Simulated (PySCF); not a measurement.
SMILES FCC[Si](F)(F)F (C₂H₄F₄Si), singlet at its GFN2-xTB optimised geometry (Å):

```
11

F     -0.7723    -2.3187     0.7155
C     -0.6446    -1.4620     1.7793
C     -1.3259    -0.1302     1.4733
Si    -0.5903     0.7837     0.0000
F      0.9954     0.7837     0.0000
F     -0.9954     2.3187     0.0000
F     -1.0115     0.2624    -1.4321
H     -1.1100    -1.9591     2.6368
H      0.4283    -1.3381     1.9551
H     -1.2568     0.4897     2.3682
H     -2.3872    -0.3212     1.3015
```

Computed with B3LYP/def2-TZVP in PySCF. Cells within 0.4 Å of a nucleus heavier than hydrogen are left out (blank, or x).

Map of the deformation density (molecule minus spherical neutral atoms) (e/bohr³) on the plane z = 0.0 Å:

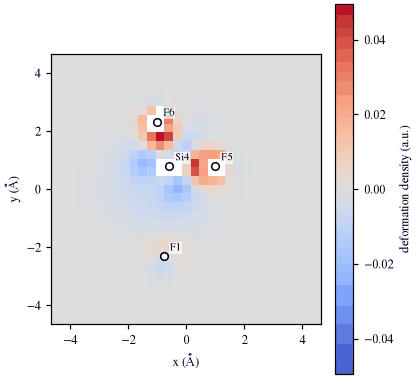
Figure. Deformation density (molecule minus spherical neutral atoms) (e/bohr³) on the plane z = 0.0 Å.
